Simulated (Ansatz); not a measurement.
Nudged elastic band of CH₆BClO

- system: CH₆BClO
- method: RKS PBE0-D4/6-31G* (Ansatz 0.2.0)

It belongs to a series of runs on one base structure; here: band between the two ends. Figures and captions count atoms from 1; the log counts them from 0 in places.

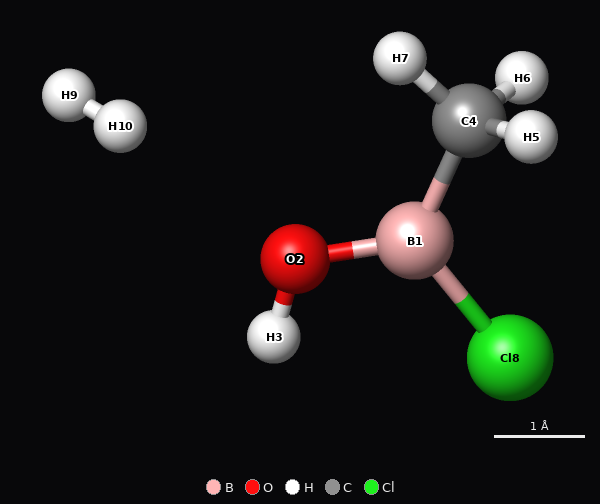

*The structure as given in the input (ball-and-stick view, seen at a tilt; atoms are numbered from 1 in the order of the input).*

Bond lengths as drawn: B–C 1.56 Å, B–Cl 1.79 Å, B–O 1.35 Å, C–H 1.09 to 1.10 Å, H–H 0.74 Å and H–O 0.97 Å.

### Input
```yaml
crystal:
  periodic: [false, false, false]
  atoms:
    - { symbol: B, position_ang: [0.008349, -0.550709, -0.12084] }
    - { symbol: O, position_ang: [-0.205579, 0.096146, 1.044938] }
    - { symbol: H, position_ang: [-1.075676, -0.091294, 1.423343] }
    - { symbol: C, position_ang: [1.345659, -0.387178, -0.907583] }
    - { symbol: H, position_ang: [1.833556, -1.359673, -1.047921] }
    - { symbol: H, position_ang: [1.154771, 0.006674, -1.913735] }
    - { symbol: H, position_ang: [2.039489, 0.284484, -0.392693] }
    - { symbol: Cl, position_ang: [-1.288097, -1.614391, -0.7554] }
    - { symbol: H, position_ang: [0.142218, 3.306504, 1.916002] }
    - { symbol: H, position_ang: [0.151311, 2.590136, 1.71369] }
basis:
  gaussian: { orbitals: "6-31G*" }
hamiltonian:
  xc: pbe0
  dispersion: d4
neb:
  order_check: false
  images: 5
  f_tol: 0.05
  max_iterations: 60
  final_atoms:
    - { symbol: B, position_ang: [0.05690513, 0.68239857, -0.12704045] }
    - { symbol: O, position_ang: [0.11869399, 0.45571871, 1.53930093] }
    - { symbol: H, position_ang: [0.04699232, -0.50426535, 1.6873642] }
    - { symbol: C, position_ang: [1.30455176, -0.10645612, -0.69698049] }
    - { symbol: H, position_ang: [1.27890741, -1.18352061, -0.48046809] }
    - { symbol: H, position_ang: [1.32388524, -0.0115712, -1.78872623] }
    - { symbol: H, position_ang: [2.25165034, 0.29906852, -0.32058315] }
    - { symbol: Cl, position_ang: [-1.59708775, -0.06847575, -0.5462693] }
    - { symbol: H, position_ang: [0.02503793, 1.88122772, -0.20113625] }
    - { symbol: H, position_ang: [-0.70353537, 0.8365745, 1.89433981] }
  initial_path:
    images:
      - { positions_ang: [[0.008349, -0.550709, -0.12084], [-0.205579, 0.096146, 1.044938], [-1.075676, -0.091294, 1.423343], [1.345659, -0.387178, -0.907583], [1.833556, -1.359673, -1.047921], [1.154771, 0.006674, -1.913735], [2.039489, 0.284484, -0.392693], [-1.288097, -1.614391, -0.7554], [0.142218, 3.306504, 1.916002], [0.151311, 2.590136, 1.71369]] }
      - { positions_ang: [[0.01204144, -0.38226391, -0.06359294], [-0.13078768, 0.16023618, 1.28961166], [-1.00566046, -0.05885973, 1.67440087], [1.36408743, -0.28780272, -0.85670358], [1.82656429, -1.27964804, -0.94164099], [1.17815269, 0.07516318, -1.87870804], [2.06806189, 0.39294297, -0.35744284], [-1.38738499, -1.19204609, -0.78311506], [0.08607026, 2.68144286, 1.35871181], [0.09485613, 2.17153429, 1.51828011]] }
      - { positions_ang: [[0.01573388, -0.21381881, -0.00634587], [-0.05599636, 0.22432636, 1.53428531], [-0.93564492, -0.02642545, 1.92545873], [1.38251585, -0.18842743, -0.80582416], [1.81957258, -1.19962309, -0.83536098], [1.20153438, 0.14365237, -1.84368107], [2.09663478, 0.50140193, -0.32219267], [-1.48667297, -0.76970118, -0.81083013], [0.02992252, 2.05638172, 0.80142162], [0.03840125, 1.75293258, 1.32287022]] }
      - { positions_ang: [[0.01942632, -0.04537372, 0.05090119], [0.01879497, 0.28841654, 1.77895897], [-0.86562938, 0.00600882, 2.1765166], [1.40094428, -0.08905215, -0.75494474], [1.81258087, -1.11959813, -0.72908097], [1.22491607, 0.21214155, -1.80865411], [2.12520768, 0.6098609, -0.28694251], [-1.58596096, -0.34735627, -0.83854519], [-0.02622522, 1.43132058, 0.24413143], [-0.01805362, 1.33433088, 1.12746033]] }
      - { positions_ang: [[0.03191926, 0.19721705, -0.00841269], [0.05209464, 0.34418393, 1.69907295], [-0.56142215, -0.16408257, 2.0134658], [1.36881344, -0.09485348, -0.73562332], [1.63468972, -1.14090563, -0.64621001], [1.25790579, 0.13757064, -1.80201148], [2.16735523, 0.50626344, -0.29815605], [-1.58966989, -0.2543961, -0.74111989], [-0.0091375, 1.58128963, 0.09570887], [-0.24654754, 1.16841208, 1.38308683]] }
      - { positions_ang: [[0.0444122, 0.43980781, -0.06772657], [0.08539432, 0.39995132, 1.61918694], [-0.25721491, -0.33417396, 1.850415], [1.3366826, -0.1006548, -0.71630191], [1.45679857, -1.16221312, -0.56333905], [1.29089552, 0.06299972, -1.79536886], [2.20950279, 0.40266598, -0.3093696], [-1.59337882, -0.16143592, -0.6436946], [0.00795021, 1.73125867, -0.05271369], [-0.47504146, 1.00249329, 1.63871332]] }
      - { positions_ang: [[0.05690513, 0.68239857, -0.12704045], [0.11869399, 0.45571871, 1.53930093], [0.04699232, -0.50426535, 1.6873642], [1.30455176, -0.10645612, -0.69698049], [1.27890741, -1.18352061, -0.48046809], [1.32388524, -0.0115712, -1.78872623], [2.25165034, 0.29906852, -0.32058315], [-1.59708775, -0.06847575, -0.5462693], [0.02503793, 1.88122772, -0.20113625], [-0.70353537, 0.8365745, 1.89433981]] }
```

Launched with:
```bash
ansatz run input.yaml --threads 1 --pin off --max-ram 2048MiB --backend cpu --events-out ev --progress --plain --runs-dir out
```

### Log
```
Engine: ansatz 0.2.0, x86_64-unknown-linux-gnu
Functional definition: PBE0
  parameter a = 0.25
  parameter kappa = 0.804
  parameter beta = 0.06672455060314922
  exchange = (1 - a)*pbe_x(kappa = kappa, mu = beta*pi^2/3) + a*exact_x
  correlation = pbe_c(beta = beta)
868 factors; integrals over basis functions are off by at most 3.8e-4 eV
mean field evaluation 1: about -16368.5600 eV, gradient 5.2e1 eV
mean field evaluation 2: about -16364.7974 eV, gradient 6.8e1 eV
mean field evaluation 4: about -16373.7285 eV, gradient 1.6e0 eV
mean field evaluation 8: about -16373.7450 eV, gradient 1.1e-1 eV
mean field -16373.74502693 eV, -601.7240312166 hartree, gradient 4.7e-5 eV, S^2 0.000000; 0 other end points of the search recorded, 0 dependent functions left out
the calculation of the forces begins
reference -16373.74504714 eV, -601.7240319595 hartree; 21, 21 occupied and 55, 55 virtual orbitals, 868 factors
868 factors; integrals over basis functions are off by at most 4.8e-4 eV
mean field evaluation 16: about -16368.1413 eV, gradient 4.7e1 eV
mean field -16372.89233989 eV, -601.6926955460 hartree, gradient 3.5e-5 eV, S^2 0.000000; 0 other end points of the search recorded, 0 dependent functions left out
[... from here on the field's lines of each further geometry are left out, up to the last ...]
NEB iter   1: max|band force component| = 1.616e1 eV/Å  barrier→ = 3.4666 eV  barrier← = 2.6311 eV  Δτ_max = 0.1967 Å  (176 SCF iters)
NEB iter   2: max|band force component| = 2.792e0 eV/Å  barrier→ = 2.7770 eV  barrier← = 1.9414 eV  Δτ_max = 0.2000 Å  (139 SCF iters)
NEB iter   3: max|band force component| = 3.098e0 eV/Å  barrier→ = 2.2698 eV  barrier← = 1.4343 eV  Δτ_max = 0.1005 Å  (148 SCF iters)
NEB iter   4: max|band force component| = 2.235e0 eV/Å  barrier→ = 1.6556 eV  barrier← = 0.8200 eV  Δτ_max = 0.1006 Å  (139 SCF iters)
NEB iter   5: max|band force component| = 1.350e0 eV/Å  barrier→ = 1.3062 eV  barrier← = 0.4706 eV  Δτ_max = 0.2000 Å  (142 SCF iters)
NEB iter   6: max|band force component| = 7.500e-1 eV/Å  barrier→ = 1.3141 eV  barrier← = 0.4785 eV  Δτ_max = 0.1794 Å  (138 SCF iters)
NEB iter   7: max|band force component| = 9.516e-1 eV/Å  barrier→ = 1.2338 eV  barrier← = 0.3982 eV  Δτ_max = 0.0888 Å  (136 SCF iters)
NEB iter   8: max|band force component| = 5.882e-1 eV/Å  barrier→ = 1.1561 eV  barrier← = 0.3205 eV  Δτ_max = 0.0887 Å  (135 SCF iters)
NEB iter   9: max|band force component| = 7.297e-1 eV/Å  barrier→ = 1.1325 eV  barrier← = 0.2969 eV  CI = image 4  Δτ_max = 0.1766 Å  (140 SCF iters)
NEB iter  10: max|band force component| = 2.352e0 eV/Å  barrier→ = 1.4014 eV  barrier← = 0.5658 eV  CI = image 4  Δτ_max = 0.0888 Å  (137 SCF iters)
NEB iter  11: max|band force component| = 2.375e0 eV/Å  barrier→ = 1.5093 eV  barrier← = 0.6738 eV  CI = image 4  Δτ_max = 0.1783 Å  (137 SCF iters)
NEB iter  12: max|band force component| = 2.621e0 eV/Å  barrier→ = 1.6286 eV  barrier← = 0.7930 eV  CI = image 4  Δτ_max = 0.1998 Å  (139 SCF iters)
NEB iter  13: max|band force component| = 2.619e0 eV/Å  barrier→ = 1.7731 eV  barrier← = 0.9375 eV  CI = image 4  Δτ_max = 0.2000 Å  (138 SCF iters)
NEB iter  14: max|band force component| = 2.180e0 eV/Å  barrier→ = 1.8567 eV  barrier← = 1.0211 eV  CI = image 4  Δτ_max = 0.2000 Å  (136 SCF iters)
NEB iter  15: max|band force component| = 1.597e0 eV/Å  barrier→ = 1.9854 eV  barrier← = 1.1498 eV  CI = image 4  Δτ_max = 0.2000 Å  (134 SCF iters)
NEB iter  16: max|band force component| = 6.288e-1 eV/Å  barrier→ = 2.1459 eV  barrier← = 1.3103 eV  CI = image 4  Δτ_max = 0.1564 Å  (135 SCF iters)
NEB iter  17: max|band force component| = 7.372e-1 eV/Å  barrier→ = 2.0822 eV  barrier← = 1.2467 eV  CI = image 4  Δτ_max = 0.0437 Å  (134 SCF iters)
NEB iter  18: max|band force component| = 3.997e-1 eV/Å  barrier→ = 2.0470 eV  barrier← = 1.2114 eV  CI = image 4  Δτ_max = 0.1138 Å  (126 SCF iters)
NEB iter  19: max|band force component| = 1.322e-1 eV/Å  barrier→ = 2.0155 eV  barrier← = 1.1800 eV  CI = image 4  Δτ_max = 0.1989 Å  (125 SCF iters)
NEB iter  20: max|band force component| = 3.026e-1 eV/Å  barrier→ = 1.9948 eV  barrier← = 1.1592 eV  CI = image 4  Δτ_max = 0.0997 Å  (129 SCF iters)
NEB iter  21: max|band force component| = 2.823e-1 eV/Å  barrier→ = 1.9839 eV  barrier← = 1.1483 eV  CI = image 4  Δτ_max = 0.0998 Å  (129 SCF iters)
NEB iter  22: max|band force component| = 3.295e-1 eV/Å  barrier→ = 1.9789 eV  barrier← = 1.1433 eV  CI = image 4  Δτ_max = 0.0500 Å  (136 SCF iters)
NEB iter  23: max|band force component| = 9.285e-2 eV/Å  barrier→ = 1.9780 eV  barrier← = 1.1424 eV  CI = image 4  Δτ_max = 0.0330 Å  (130 SCF iters)
the calculation of the forces begins
reference -16372.84173259 eV, -601.6908357620 hartree; 21, 21 occupied and 55, 55 virtual orbitals, 868 factors
868 factors; integrals over basis functions are off by at most 5.7e-4 eV
mean field evaluation 960: about -16371.7348 eV, gradient 7.3e-2 eV
mean field -16371.75030701 eV, -601.6507266116 hartree, gradient 1.1e-5 eV, S^2 0.000000; 1 other end points of the search recorded, 0 dependent functions left out
the calculation of the forces begins
reference -16371.75032422 eV, -601.6507272442 hartree; 21, 21 occupied and 55, 55 virtual orbitals, 868 factors
NEB iter  24: max|band force component| = 2.305e-2 eV/Å  barrier→ = 1.9777 eV  barrier← = 1.1421 eV  CI = image 4  Δτ_max = 0.0000 Å  (259 SCF iters)
```

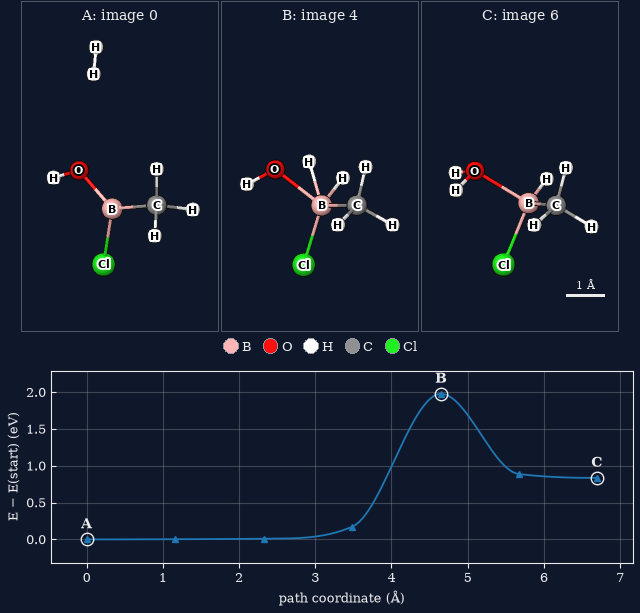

*Images of the last band (counted from 0; ball-and-stick, seen at a tilt) above the energy along the path; the line is a cubic interpolation that uses the forces.*

The highest image is number 4, 1.978 eV above the start and 1.142 eV above the end (the climbing image); the end lies 0.836 eV above the start. The path is 6.69 Å long. The band converged in 24 iterations.

```
Total energy: -16371.89421368 eV, -601.6560150844 hartree
Atom 0 at     0.025597     0.290794     0.061787 Å, force     0.015084     0.021334     0.007494 eV/Å
Atom 1 at     0.123308     0.140107     1.613789 Å, force    -0.008745     0.009742     0.000140 eV/Å
Atom 2 at    -0.739967    -0.152859     1.948121 Å, force     0.003031    -0.007715     0.003020 eV/Å
Atom 3 at     1.360880    -0.060744    -0.684354 Å, force    -0.002868     0.002979    -0.000553 eV/Å
Atom 4 at     1.520658    -1.145289    -0.646922 Å, force    -0.002363    -0.006268    -0.000003 eV/Å
Atom 5 at     1.331303     0.234773    -1.737890 Å, force    -0.005033     0.000773    -0.003703 eV/Å
Atom 6 at     2.227928     0.419086    -0.217087 Å, force    -0.003325     0.002932     0.006462 eV/Å
Atom 7 at    -1.551048    -0.356547    -0.565216 Å, force    -0.004563    -0.003932    -0.003675 eV/Å
Atom 8 at    -0.125607     1.637145     0.113792 Å, force     0.004753    -0.009850    -0.002229 eV/Å
Atom 9 at    -0.067052     1.274232     1.073781 Å, force     0.004029    -0.009996    -0.006953 eV/Å
Dipole moment:     0.045619     0.217339     0.339805 e Å
this run last wrote the band of iteration 24 to [file]
```

### The last band as extended XYZ (Å, eV, eV/Å)
```
10
Properties=species:S:1:pos:R:3:forces:R:3 image=0 energy=-16373.87189
B     0.0083   -0.5507   -0.1208   -0.0098  -0.0057   0.0087
O    -0.2056    0.0961    1.0449   -0.0057  -0.0142  -0.0215
H    -1.0757   -0.0913    1.4233    0.0005   0.0012   0.0005
C     1.3457   -0.3872   -0.9076    0.0147   0.0061  -0.0074
H     1.8336   -1.3597   -1.0479   -0.0082   0.0203   0.0017
H     1.1548    0.0067   -1.9137    0.0075  -0.0081   0.0210
H     2.0395    0.2845   -0.3927   -0.0177  -0.0175  -0.0162
Cl   -1.2881   -1.6144   -0.7554    0.0182   0.0185   0.0133
H     0.1422    3.3065    1.9160    0.0009  -0.0037  -0.0002
H     0.1513    2.5901    1.7137   -0.0003   0.0032   0.0001
10
Properties=species:S:1:pos:R:3:forces:R:3 image=1 energy=-16373.86960
B     0.0196   -0.5194   -0.0048    0.0077   0.0028   0.0015
O    -0.0791   -0.1760    1.2969    0.0035   0.0038   0.0039
H    -0.9580   -0.3438    1.6639   -0.0040  -0.0003  -0.0056
C     1.3504   -0.3260   -0.7962   -0.0092  -0.0019  -0.0010
H     1.7033   -1.2829   -1.1986    0.0016   0.0004  -0.0027
H     1.1921    0.3294   -1.6609    0.0033  -0.0008   0.0013
H     2.1363    0.1034   -0.1688    0.0013  -0.0001   0.0000
Cl   -1.4220   -1.2056   -0.8172   -0.0039  -0.0047   0.0004
H     0.0584    3.2201    1.2838    0.0009  -0.0011   0.0025
H     0.1051    2.4815    1.3618   -0.0011   0.0019  -0.0002
10
Properties=species:S:1:pos:R:3:forces:R:3 image=2 energy=-16373.86273
B     0.0582   -0.4349    0.1485   -0.0026   0.0007  -0.0047
O     0.0552   -0.3434    1.4949   -0.0014   0.0046   0.0031
H    -0.8282   -0.4516    1.8735    0.0028  -0.0052  -0.0013
C     1.3765   -0.2891   -0.6732   -0.0018  -0.0040   0.0015
H     1.5976   -1.2201   -1.2092    0.0007  -0.0015  -0.0060
H     1.2748    0.4884   -1.4390   -0.0007   0.0002   0.0031
H     2.2284   -0.0454   -0.0324    0.0008  -0.0047   0.0019
Cl   -1.4983   -0.7315   -0.6889    0.0031  -0.0070  -0.0002
H    -0.1622    2.9216    0.4983   -0.0008   0.0108   0.0035
H     0.0040    2.3865    0.9873    0.0000   0.0062  -0.0009
10
Properties=species:S:1:pos:R:3:forces:R:3 image=3 energy=-16373.69839
B     0.0617   -0.2164    0.2081    0.0307  -0.2490   0.0437
O     0.1265   -0.2003    1.5605    0.0030  -0.1468  -0.0089
H    -0.7457   -0.2611    1.9728   -0.0048  -0.0566   0.0030
C     1.3638   -0.1731   -0.6516   -0.0071  -0.0319   0.0140
H     1.6983   -1.2107   -0.7805    0.0695  -0.0332  -0.0517
H     1.2213    0.2424   -1.6530   -0.0510   0.0074   0.0319
H     2.1707    0.3670   -0.1468   -0.0209  -0.0193   0.0306
Cl   -1.5391   -0.4268   -0.5694   -0.0015  -0.0277  -0.0024
H    -0.1833    2.2071    0.1650   -0.0227   0.2537   0.0289
H    -0.0681    1.9525    0.8547    0.0048   0.3034  -0.0891
10
Properties=species:S:1:pos:R:3:forces:R:3 image=4 energy=-16371.89420
B     0.0256    0.2908    0.0618    0.0151   0.0213   0.0075
O     0.1233    0.1401    1.6138   -0.0087   0.0097   0.0001
H    -0.7400   -0.1529    1.9481    0.0030  -0.0077   0.0030
C     1.3609   -0.0607   -0.6844   -0.0029   0.0030  -0.0006
H     1.5207   -1.1453   -0.6469   -0.0024  -0.0063   0.0000
H     1.3313    0.2348   -1.7379   -0.0050   0.0008  -0.0037
H     2.2279    0.4191   -0.2171   -0.0033   0.0029   0.0065
Cl   -1.5510   -0.3565   -0.5652   -0.0046  -0.0039  -0.0037
H    -0.1256    1.6371    0.1138    0.0048  -0.0098  -0.0022
H    -0.0671    1.2742    1.0738    0.0040  -0.0100  -0.0070
10
Properties=species:S:1:pos:R:3:forces:R:3 image=5 energy=-16372.98463
B     0.0348    0.5328   -0.1315    0.0043   0.0418  -0.0201
O     0.1042    0.3077    1.5640   -0.0060   0.0313  -0.0151
H    -0.5982   -0.3344    1.7760    0.0228  -0.0308  -0.0299
C     1.3556   -0.0839   -0.7314    0.0083  -0.0127  -0.0129
H     1.4300   -1.1709   -0.6107   -0.0158  -0.0038   0.0166
H     1.3901    0.1274   -1.8071    0.0105  -0.0250  -0.0106
H     2.2480    0.3732   -0.2859   -0.0002  -0.0007  -0.0096
Cl   -1.5393   -0.3629   -0.5442    0.0049  -0.0074   0.0020
H    -0.1173    1.7287   -0.1716   -0.0015   0.0181  -0.0657
H    -0.2019    1.1631    1.9023   -0.0273  -0.0108   0.1453
10
Properties=species:S:1:pos:R:3:forces:R:3 image=6 energy=-16373.03631
B     0.0569    0.6824   -0.1270    0.0037   0.0051   0.0048
O     0.1187    0.4557    1.5393   -0.0094  -0.0081   0.0077
H     0.0470   -0.5043    1.6874   -0.0003   0.0108   0.0008
C     1.3046   -0.1065   -0.6970   -0.0003  -0.0003  -0.0080
H     1.2789   -1.1835   -0.4805    0.0000  -0.0010   0.0014
H     1.3239   -0.0116   -1.7887    0.0010  -0.0004   0.0007
H     2.2517    0.2991   -0.3206   -0.0007  -0.0004   0.0010
Cl   -1.5971   -0.0685   -0.5463    0.0007   0.0010  -0.0015
H     0.0250    1.8812   -0.2011   -0.0031  -0.0006  -0.0052
H    -0.7035    0.8366    1.8943    0.0084  -0.0060  -0.0016
```

### Results in brief

- outcome: converged
- barrier, forward: 1.978 eV
- barrier, backward: 1.142 eV
- hardware: 1 thread of Intel Xeon (Granite Rapids), 32 GiB of memory available, shared host
- wall time: 3.6 min
- peak memory: 0.17 GiB

The order of the saddle point was not checked.
